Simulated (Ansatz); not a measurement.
# C3H11AlOS: how energies converge with the basis set

Aim: see how fast density functionals converge with the basis set for C3H11AlOS.

Computed with Ansatz 0.2.0, Gaussian basis. Level: one geometry, several basis sets.

Levels to be run: PBE0-D4/def2-SVP; ωB97M-V/def2-SVP; PBE0-D4/def2-QZVPP; ωB97M-V/def2-QZVPP; the functionals' def2-TZVPP values are taken from earlier runs.

## Step 1: The geometry

An earlier PBE0-D4 in a triple-zeta def2 set relaxation fixed the geometry.

SMILES `C[O][Al-]([CH3])([CH3])[SH2+]`, 17 atoms, charge 0, spin multiplicity 1.

Atoms are counted from 1 here; the program's logs count them from 0.

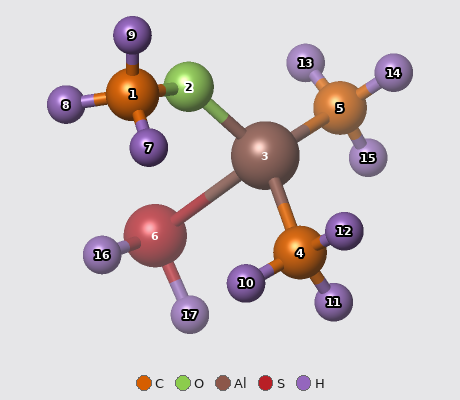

The geometry (carbon orange, oxygen green, aluminium brown, sulfur red, hydrogen purple); atoms are numbered from 1 in the order of the file.

## Step 2: PBE0-D4 in def2-SVP

in.yaml reads:

```yaml
crystal:
  periodic: [false, false, false]
  atoms:
    - {symbol: C, position_ang: [1.406715, 2.019711, 0.376313]}
    - {symbol: O, position_ang: [1.060094, 1.010893, -0.513384]}
    - {symbol: Al, position_ang: [0.162487, -0.436409, -0.293882]}
    - {symbol: C, position_ang: [-0.170344, -1.032643, 1.549770]}
    - {symbol: C, position_ang: [0.171762, -1.668392, -1.810852]}
    - {symbol: S, position_ang: [-2.141261, 0.748837, -0.771685]}
    - {symbol: H, position_ang: [1.244012, 1.741384, 1.428254]}
    - {symbol: H, position_ang: [0.829520, 2.936253, 0.183953]}
    - {symbol: H, position_ang: [2.466517, 2.280348, 0.267973]}
    - {symbol: H, position_ang: [-0.432029, -0.214284, 2.228492]}
    - {symbol: H, position_ang: [-0.976371, -1.772401, 1.600871]}
    - {symbol: H, position_ang: [0.720424, -1.514146, 1.968808]}
    - {symbol: H, position_ang: [0.186403, -1.134891, -2.765615]}
    - {symbol: H, position_ang: [1.059140, -2.310198, -1.789155]}
    - {symbol: H, position_ang: [-0.697230, -2.334753, -1.813182]}
    - {symbol: H, position_ang: [-1.957510, 1.670324, 0.188226]}
    - {symbol: H, position_ang: [-2.951327, 0.009867, 0.005294]}
basis:
  gaussian: {orbitals: def2-SVP}
hamiltonian: {xc: pbe0, dispersion: d4}
output: {orbitals: {seedname: orbitals}}
```

Command:

```bash
$ ansatz run in.yaml --threads 4 --pin off --events-out ev --progress --plain --max-ram 11315MiB
```

Output:

```text
Functional definition: PBE0
  name "PBE0"
  cite "Adamo & Barone, J. Chem. Phys. 110, 6158 (1999) doi:10.1063/1.478522"
  cite "Perdew, Burke & Ernzerhof, Phys. Rev. Lett. 77, 3865 (1996) doi:10.1103/PhysRevLett.77.3865"
  parent pbe
  parameter a = 0.25
  parameter kappa = 0.804
  parameter beta = 0.06672455060314922
  exchange = (1 - a)*pbe_x(kappa = kappa, mu = beta*pi^2/3) + a*exact_x
  correlation = pbe_c(beta = beta)
1689 factors; their error is unknown
mean field evaluation 1: about -22735.7081 eV, gradient 7.5e1 eV
mean field evaluation 2: about -22726.9681 eV, gradient 9.7e1 eV
mean field evaluation 4: about -22748.8530 eV, gradient 3.7e0 eV
mean field evaluation 8: about -22748.8820 eV, gradient 3.3e-2 eV
mean field evaluation 16: about -22749.0289 eV, gradient 4.1e-5 eV
mean field -22749.02889294 eV, -836.0113919698 hartree, gradient 4.1e-5 eV, S^2 0.000000; 0 other end points of the search recorded, 0 dependent functions left out
reference -22749.02892539 eV, -836.0113931625 hartree; 33, 33 occupied and 114, 114 virtual orbitals, 1689 factors
Total energy: -22749.35367058 eV, -836.0233273280 hartree
```

Run time: 2.3 s. Hardware: 4 threads of Arm Neoverse V2, shared host.

## Step 3: ωB97M-V in def2-SVP

Changes to in.yaml since step 2:

```diff
@@ -22,3 +22,3 @@
   gaussian: {orbitals: def2-SVP}
-hamiltonian: {xc: pbe0, dispersion: d4}
+hamiltonian: {xc: {name: wB97M-V}}
 output: {orbitals: {seedname: orbitals}}
```

Launched as before.

Output, shortened:

```text
Functional definition: wB97M-V
  name "wB97M-V"
  cite "Mardirossian & Head-Gordon, J. Chem. Phys. 144, 214110 (2016) doi:10.1063/1.4952647"
  cite "Becke, J. Chem. Phys. 107, 8554 (1997) doi:10.1063/1.475007"
  cite "Vydrov & Van Voorhis, J. Chem. Phys. 133, 244103 (2010) doi:10.1063/1.3521275"
  # Of w^i u^j: cxij and so on, Table III.
[...]
  gx(w, u) = 1 - cx + cx01*u + cx10*w
  gss(w, u) = css00 + css04*u^4 + css10*w + css20*w^2 + css43*w^4*u^3
  gos(w, u) = cos00 + cos10*w + (cos20 + cos21*u)*w^2 + (cos60 + cos61*u)*w^6
[...]
      + integral(e_c_pw_mod_opposite_spin*gos(b97_w_opposite, b97_u_opposite)) + vv10(b, c)
1667 factors; their error is unknown
448 factors; integrals over basis functions are off by at most 8.0e-6 eV
[...]
mean field -22758.17654345 eV, -836.3475619258 hartree, gradient 6.2e-6 eV, S^2 0.000000; 0 other end points of the search recorded, 0 dependent functions left out
reference -22758.17659713 eV, -836.3475638983 hartree; 33, 33 occupied and 114, 114 virtual orbitals, 1667 factors
Total energy: -22758.17659713 eV, -836.3475638983 hartree
```

It took 8.5 s on 4 threads of Arm Neoverse V2, shared host.

## Step 4: PBE0-D4 in def2-QZVPP

Changes to in.yaml since step 3:

```diff
@@ -21,4 +21,4 @@
 basis:
-  gaussian: {orbitals: def2-SVP}
-hamiltonian: {xc: {name: wB97M-V}}
+  gaussian: {orbitals: "def2-QZVPP.json"}
+hamiltonian: {xc: pbe0, dispersion: d4}
 output: {orbitals: {seedname: orbitals}}
```

Same command.

Output:

```text
Functional definition: PBE0
  name "PBE0"
  cite "Adamo & Barone, J. Chem. Phys. 110, 6158 (1999) doi:10.1063/1.478522"
  cite "Perdew, Burke & Ernzerhof, Phys. Rev. Lett. 77, 3865 (1996) doi:10.1103/PhysRevLett.77.3865"
  parent pbe
  parameter a = 0.25
  parameter kappa = 0.804
  parameter beta = 0.06672455060314922
  exchange = (1 - a)*pbe_x(kappa = kappa, mu = beta*pi^2/3) + a*exact_x
  correlation = pbe_c(beta = beta)
2178 factors; their error is unknown
mean field evaluation 1: about -22743.7718 eV, gradient 9.3e1 eV
mean field evaluation 2: about -22721.5005 eV, gradient 1.3e2 eV
mean field evaluation 4: about -22762.0046 eV, gradient 7.8e0 eV
mean field evaluation 8: about -22762.1239 eV, gradient 1.7e-1 eV
mean field evaluation 16: about -22762.1384 eV, gradient 2.3e-4 eV
mean field -22762.13841587 eV, -836.4931580515 hartree, gradient 5.5e-5 eV, S^2 0.000000; 0 other end points of the search recorded, 0 dependent functions left out
reference -22762.13846628 eV, -836.4931599041 hartree; 33, 33 occupied and 665, 665 virtual orbitals, 2178 factors
Total energy: -22762.46321146 eV, -836.5050940696 hartree
```

Run time: 23 s. Hardware: 4 threads of Arm Neoverse V2, shared host; peak memory 3.4 GiB.

## Step 5: ωB97M-V in def2-QZVPP

Changes to in.yaml since step 4:

```diff
@@ -22,3 +22,3 @@
   gaussian: {orbitals: "def2-QZVPP.json"}
-hamiltonian: {xc: pbe0, dispersion: d4}
+hamiltonian: {xc: {name: wB97M-V}}
 output: {orbitals: {seedname: orbitals}}
```

The command is unchanged.

Output, shortened:

```text
Functional definition: wB97M-V
  name "wB97M-V"
  cite "Mardirossian & Head-Gordon, J. Chem. Phys. 144, 214110 (2016) doi:10.1063/1.4952647"
  cite "Becke, J. Chem. Phys. 107, 8554 (1997) doi:10.1063/1.475007"
  cite "Vydrov & Van Voorhis, J. Chem. Phys. 133, 244103 (2010) doi:10.1063/1.3521275"
  # Of w^i u^j: cxij and so on, Table III.
[...]
  gx(w, u) = 1 - cx + cx01*u + cx10*w
  gss(w, u) = css00 + css04*u^4 + css10*w + css20*w^2 + css43*w^4*u^3
  gos(w, u) = cos00 + cos10*w + (cos20 + cos21*u)*w^2 + (cos60 + cos61*u)*w^6
[...]
      + integral(e_c_pw_mod_opposite_spin*gos(b97_w_opposite, b97_u_opposite)) + vv10(b, c)
2107 factors; their error is unknown
584 factors; integrals over basis functions are off by at most 9.4e-6 eV
[...]
mean field -22771.51974410 eV, -836.8379155052 hartree, gradient 2.7e-5 eV, S^2 0.000000; 0 other end points of the search recorded, 0 dependent functions left out
reference -22771.51982589 eV, -836.8379185109 hartree; 33, 33 occupied and 665, 665 virtual orbitals, 2107 factors
Total energy: -22771.51982589 eV, -836.8379185109 hartree
```

Run time: 46 s. Hardware: 4 threads of Arm Neoverse V2, shared host; peak memory 4.2 GiB.

## Step 6: Functionals by basis

The def2-TZVPP values come from earlier runs at the same geometry.

```tsv
functional	basis	functions	energy (eV)	from the largest (eV)	HOMO (eV)	LUMO (eV)
PBE0-D4	def2-SVP	147	-22749.3537	13.110	-6.98	0.05
PBE0-D4	def2-TZVPP	362	-22761.6010	0.862	-7.09	-0.39
PBE0-D4	def2-QZVPP	698	-22762.4632	0.000	-7.12	-0.48
ωB97M-V	def2-SVP	147	-22758.1766	13.343	-9.26	1.96
ωB97M-V	def2-TZVPP	362	-22770.6928	0.827	-9.36	1.44
ωB97M-V	def2-QZVPP	698	-22771.5198	0.000	-9.38	0.91
```

## Step 7: Results

```
                                       quantity           value
PBE0-D4: double and triple zeta above quadruple  13.11, 0.86 eV
ωB97M-V: double and triple zeta above quadruple  13.34, 0.83 eV
```

In words: For PBE0-D4 the step from double to triple zeta gains 12.25 eV and the next only 0.86 eV. These are total energies; as a rule much of such shifts cancels in differences, which this series doesn't test. The LUMO of ωB97M-V is positive and keeps falling with the basis (1.96 to 0.91 eV): an unbound level that the basis holds in place.

For PBE0-D4 the largest set took about 10 times as long as the smallest (23 s against 2.3 s).
